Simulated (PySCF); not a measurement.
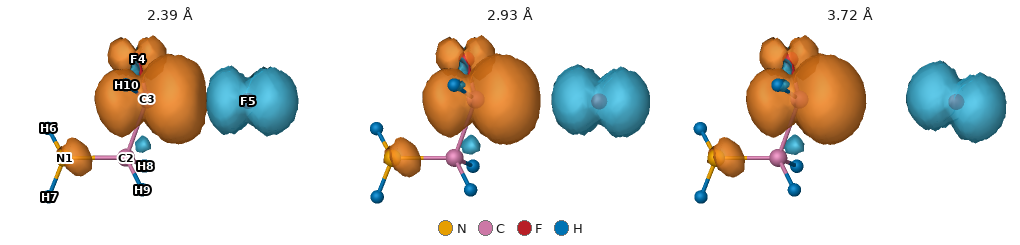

C2H5F2N, SMILES `NCC(F)F`. Rigid stretch of the C3–F5 bond. Broken-symmetry UHF spin density at ±0.03 e/Å³ (light blue: α, orange: β).

Method: 6-31+G* basis; geometry: GFN2-xTB; program: PySCF. No frequency check shows the geometry to be a minimum.

Input

```python
import numpy as np
from pyscf import gto, scf, mcscf

mol = gto.M(atom='''
N     -1.92376     0.06775     0.24441
C     -0.76238    -0.59624    -0.31536
C      0.49064     0.00143     0.31349
F      0.73332     1.23861    -0.18857
F      1.58165    -0.74443     0.01895
H     -1.91191     1.05497     0.00904
H     -2.77571    -0.33179    -0.13077
H     -0.66473    -0.51226    -1.41021
H     -0.79789    -1.65528    -0.04739
H      0.41226     0.09135     1.40626
''', basis='6-31+g*', charge=0, spin=0, verbose=4)
# stretch the bond between atoms 3 and 5, from long to short, fragments rigid
a, b, move = 2, 4, [4]
xyz = mol.atom_coords(unit='Angstrom')
u = xyz[b] - xyz[a]
r0 = np.linalg.norm(u)
rows, last, dm_u = [], None, None
for r in [3.72, 2.93, 2.39, 2.06, 1.8, 1.6, 1.46, 1.33, 1.22]:
    new = xyz.copy()
    new[move] += u / r0 * (r - r0)
    m = mol.set_geom_(new, unit='Angstrom', inplace=False)
    rhf = scf.RHF(m).density_fit(auxbasis='def2-universal-jkfit').run()
    uhf = scf.UHF(m).density_fit(auxbasis='def2-universal-jkfit').newton()
    if dm_u is None:
        c = rhf.mo_coeff
        h = m.nelectron // 2 - 1
        ca, cb = c.copy(), c.copy()
        ca[:, h], cb[:, h] = (c[:, h] + c[:, h + 1]) / 2**.5, (c[:, h] - c[:, h + 1]) / 2**.5
        dm_u = np.array([x[:, :h + 1] @ x[:, :h + 1].T for x in (ca, cb)])
    uhf.kernel(dm0=dm_u)
    for _ in range(3):
        c, _, stable, _ = uhf.stability(return_status=True)
        if stable:
            break
        uhf.kernel(c, uhf.mo_occ)
    dm_u = uhf.make_rdm1()
    mc = mcscf.CASSCF(rhf, 2, 2)
    mc.natorb = True
    mc.fix_spin_(ss=0)
    guess = mcscf.addons.make_natural_orbitals(uhf)[1] if last is None else mcscf.project_init_guess(mc, last.mo_coeff, last.mol)
    mc.kernel(guess)
    last = mc
    act = slice(mc.ncore, mc.ncore + mc.ncas)
    print('r %.3f  RHF %.6f  UHF %.6f  <S^2> %.3f  CASSCF %.6f  occupations' % (r, rhf.e_tot, uhf.e_tot, uhf.spin_square()[0], mc.e_tot), mc.mo_occ[act].round(4))
    rows.append((new, rhf.e_tot, uhf.e_tot, uhf.spin_square()[0], mc.e_tot, mc.mo_occ[act], mc.mo_coeff[:, act], dm_u[0] - dm_u[1], rhf.converged and uhf.converged and mc.converged))
    np.savez('result.npz', **{k: [row[i] for row in rows] for i, k in enumerate('xyz rhf uhf s2 cas occ c spin ok'.split())})
```

Command:

```sh
OMP_NUM_THREADS=1 python input.py
```

The run took 6.7 min on 1 thread of Arm Neoverse V2, with other jobs on the host, peak memory 0.26 GiB.

### How does the broken-symmetry solution share the spin, and how far is it from a pure singlet?

At 3.72 Å excess α spin lies mostly on F5 and excess β on C3; the two could be swapped at no cost. ⟨S²⟩ is 0.90 at 2.39 Å, 0.99 at 2.93 Å and 1.01 at 3.72 Å, against 0 for a pure singlet and 1 for an equal mix of singlet and triplet.

### Where does the UHF solution part from RHF?

Between 1.80 Å (⟨S²⟩ = 0, the two coincide) and 2.06 Å (⟨S²⟩ = 0.59); at 3.72 Å ⟨S²⟩ is 1.01 and UHF lies 4.2 eV below RHF.

### How much energy does the stretch cost?

By CASSCF, 4.4 eV from the lowest point of the scan (1.33 Å) to 3.72 Å; RHF gives 7.9 eV from its own lowest point. The fragments aren't relaxed and dynamic correlation is missing, so this isn't a bond dissociation energy.
